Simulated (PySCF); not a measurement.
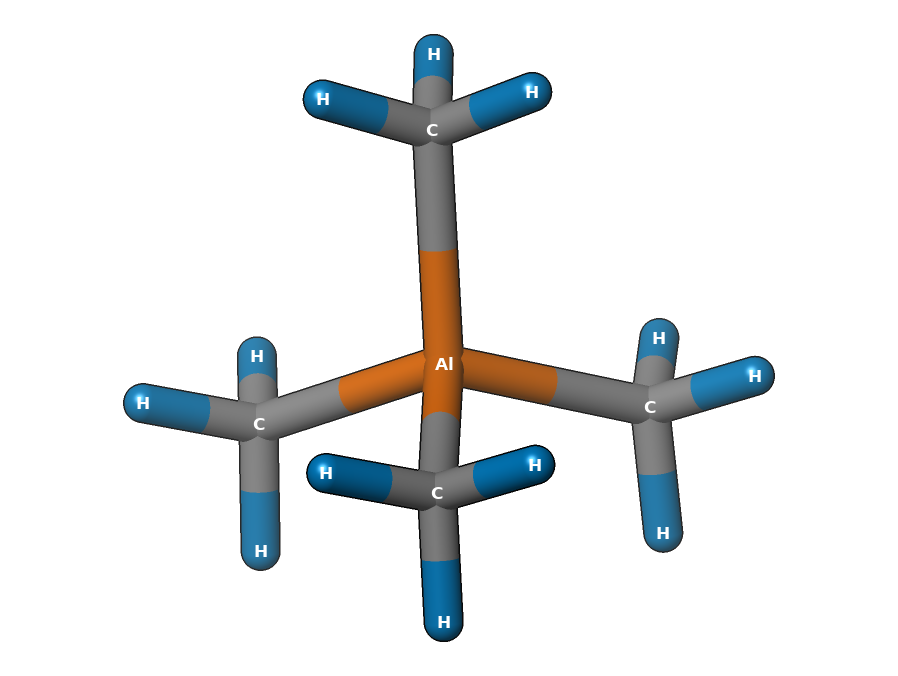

The picture shows a molecular structure as a stick model.

The species has charge −1 and is a spin singlet. The computed structure is the end point of a PBE0-D3(BJ)/def2-SVP optimisation. No frequency run is at hand to confirm it as a minimum.

Question: Count the atoms of each element.

Answer: C4H12Al(-), 17 atoms: 4 carbon, 12 hydrogen and 1 aluminium.

Question: How many bonds of each kind are drawn?

Answer: 12 C–H, 4 C–Al.

Question: Give a SMILES string for it.

Answer: [CH3][Al-]([CH3])([CH3])[CH3]

The parts below concern this one geometry. Atoms keep their numbers from picture to picture.

Shape

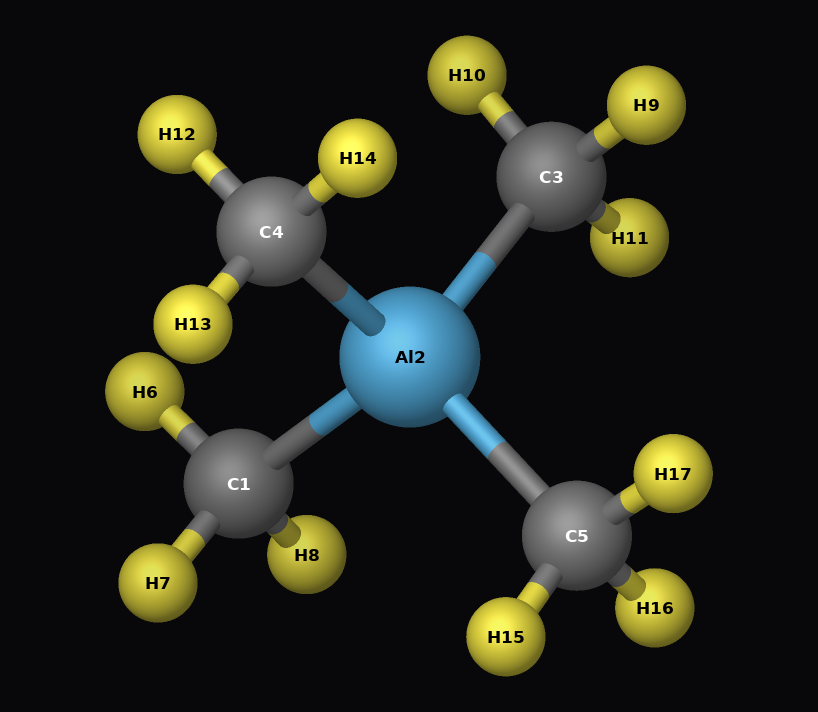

No frequency run is at hand to confirm it as a minimum.

Give the bond lengths.

```tsv
bond	length (Å)
C1–Al2	2.034
C1–H6	1.107
C1–H7	1.107
C1–H8	1.107
Al2–C3	2.034
Al2–C4	2.034
Al2–C5	2.034
C3–H9	1.108
C3–H10	1.107
C3–H11	1.107
C4–H12	1.107
C4–H13	1.107
C4–H14	1.107
C5–H15	1.107
C5–H16	1.107
C5–H17	1.107
```

Levels of theory compared

No frequency run is at hand to confirm it as a minimum. Program: PySCF 2.14.0.

Compare HOMO energy (eV) at these levels: B97-2/pcSseg-1; BHandHLYP/pcSseg-1; CAM-B3LYP/pcSseg-1; LC-wPBE/pcSseg-1; PBE0/6-311+G(2d,p); PBE0/6-31G; PBE0/6-31G*; PBE0/def2-SVP; PBE0/def2-TZVP; WP04/pcSseg-1; ωB97X-D/pcSseg-1.

```
             level  HOMO energy (eV)
    B97-2/pcSseg-1             −1.87
BHandHLYP/pcSseg-1             −3.32
CAM-B3LYP/pcSseg-1             −3.49
  LC-wPBE/pcSseg-1             −4.86
PBE0/6-311+G(2d,p)             −2.26
        PBE0/6-31G             −1.67
       PBE0/6-31G*             −1.64
     PBE0/def2-SVP             −1.95
    PBE0/def2-TZVP             −2.16
     WP04/pcSseg-1             −3.15
  ωB97X-D/pcSseg-1             −4.01
```

Charges

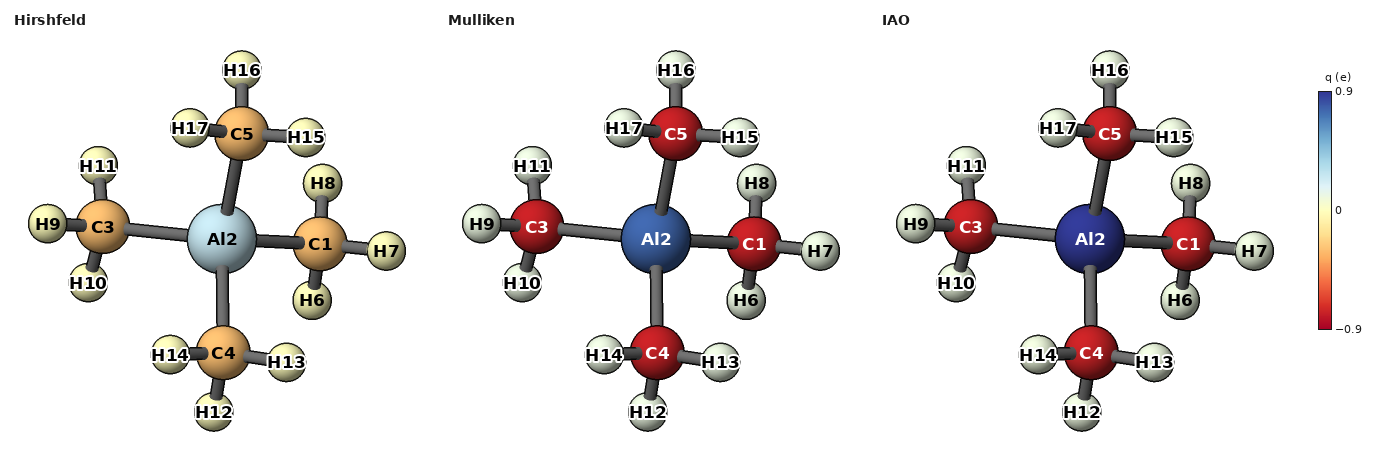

Atomic charges of one calculation by 3 schemes, on one colour scale. No frequency run is at hand to confirm it as a minimum. Level of theory: PBE0/6-31G* (PySCF 2.14.0).

Question: On which atom do the schemes disagree most?

Answer: On Al2 (from 0.27 to 0.88 e).

List the charges (e), one line for each set of equivalent atoms. Atoms whose distances differ by more than 0.02 Å in this geometry are listed apart.

```json
{"atom": "C1, C3, C4…", "Hirshfeld": "−0.29", "Mulliken": "−0.77", "IAO": "−0.77"}
{"atom": "Al2", "Hirshfeld": "0.27", "Mulliken": "0.76", "IAO": "0.88"}
{"atom": "H6, H14, H17", "Hirshfeld": "−0.01", "Mulliken": "0.11", "IAO": "0.10"}
{"atom": "H7, H9, H10…", "Hirshfeld": "−0.01", "Mulliken": "0.11", "IAO": "0.10"}
{"atom": "H8, H11, H13…", "Hirshfeld": "−0.01", "Mulliken": "0.11", "IAO": "0.10"}
{"atom": "H12", "Hirshfeld": "−0.01", "Mulliken": "0.11", "IAO": "0.10"}
```

NMR shielding

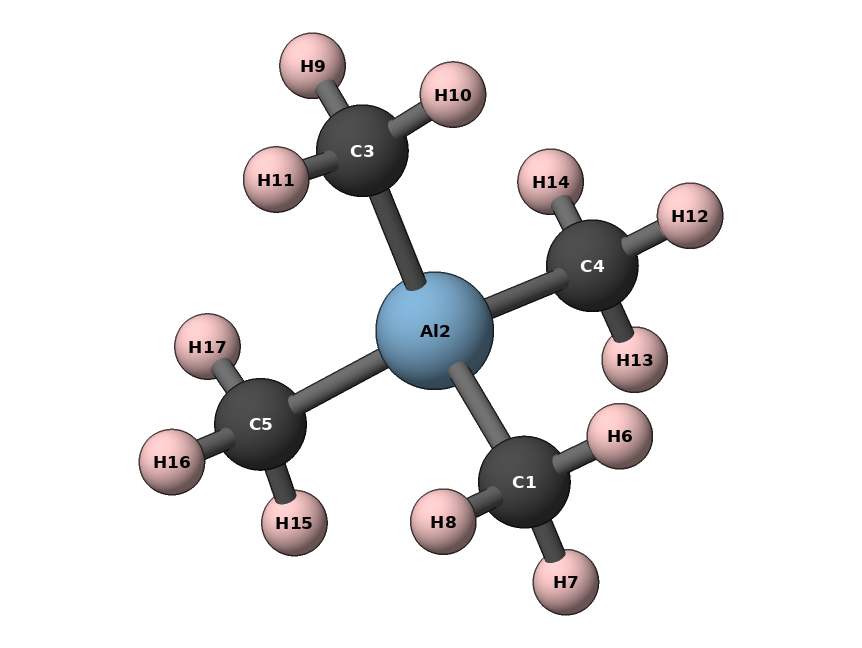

No frequency run is at hand to confirm it as a minimum. Method: GIAO PBE0/6-311+G(2d,p) NMR shielding, non-relativistic, gas phase (PySCF 2.14.0). Principal shieldings σ11 ≤ σ22 ≤ σ33, span Ω = σ33 − σ11, skew κ = 3(σiso − σ22)/Ω.

Give the shielding tensors of the C atoms.

```
       atom    σ11    σ22    σ33   σiso    Ω      κ
C1, C3, C4…  193.1  197.4  197.6  196.0  4.5  −0.94
```

Shieldings and span in ppm.

Quadrupole coupling

No frequency run is at hand to confirm it as a minimum. Electric field gradients from the ground-state density, PBE0/6-31G (PySCF 2.14.0), non-relativistic apart from any core potentials.

Give the largest field-gradient component, the quadrupole coupling constant and the asymmetry for 2H at H6 (Q = 2.86 mb), 2H at H7 (Q = 2.86 mb), 2H at H8 (Q = 2.86 mb), 2H at H12 (Q = 2.86 mb).

```
atom  V_zz (a.u.)  e²qQ/h (MHz)     η
  H6        0.314         0.211  0.07
  H7        0.314         0.211  0.07
  H8        0.314         0.211  0.07
 H12        0.314         0.211  0.07
```

Mulliken values depend strongly on the basis set and can even reverse the polarity of a bond.
